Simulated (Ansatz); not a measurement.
System: AlH$_{5}$NOSb.

The calculation's input:

```
crystal:
  periodic: [false, false, false]
  atoms:
    - {symbol: Al, position_ang: [-1.148507, -1.995860, 0.864394]}
    - {symbol: N, position_ang: [-2.480915, -2.201785, 2.011819]}
    - {symbol: O, position_ang: [0.379227, -1.535634, 1.469036]}
    - {symbol: Sb, position_ang: [2.190050, -0.960378, 0.891733]}
    - {symbol: H, position_ang: [-3.424026, -2.479143, 1.757555]}
    - {symbol: H, position_ang: [-2.415703, -2.064146, 3.015874]}
    - {symbol: H, position_ang: [1.776989, 0.696823, 0.567276]}
    - {symbol: H, position_ang: [-1.395532, -2.252565, -0.673383]}
    - {symbol: H, position_ang: [2.002342, -1.315910, -0.801442]}
basis:
  gaussian:
    orbitals: def2-TZVPD
hamiltonian:
  xc: pbe0
output: {forces: true, orbitals: {seedname: orbitals}}
```

Launched as:

```sh
ansatz run input.yaml --threads 2 --pin off --max-ram 4350MiB --events-out events.jsonl --progress --plain --runs-dir runs
```

Geometry: B3LYP-D3(BJ)/def2-SVP; core potentials replace the inner electrons of Sb.

All numbers below come from isolated molecule in a Gaussian basis; Kohn-Sham density functional theory, functional PBE0 (Ansatz 0.2.0).

Predict the electron density and electron localisation function between the atoms.

Al–O (1.71 Å): ρ at the midpoint is about 0.85 e/Å³; the ELF peaks at about 0.85 in the valence shell of O, 0.6 Å from its nucleus, and is about 0.40 at the midpoint.
Al–N (1.77 Å): ρ at the midpoint is about 0.87 e/Å³; the ELF peaks at about 0.90 in the valence shell of N, 0.7 Å from its nucleus, and is about 0.65 at the midpoint.
Sb–O (1.99 Å): ρ is about 0.8 e/Å³ halfway; the ELF peaks at about 0.80 in the valence shell of O, 0.6 Å from its nucleus, and drops to about 0.15 between the two atoms.
N–H (1.02 Å): ρ at the midpoint is about 2.8 e/Å³; the ELF climbs to about 1 towards the hydrogen, as it does in any bond to H (a covalent bond by its length).

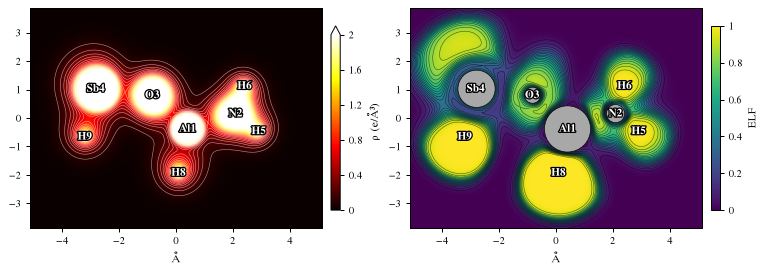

Computed electron density and electron localisation function on the plane of atoms H5, N2 and H6, in this order. Grey discs cover the atomic cores in the ELF map. 
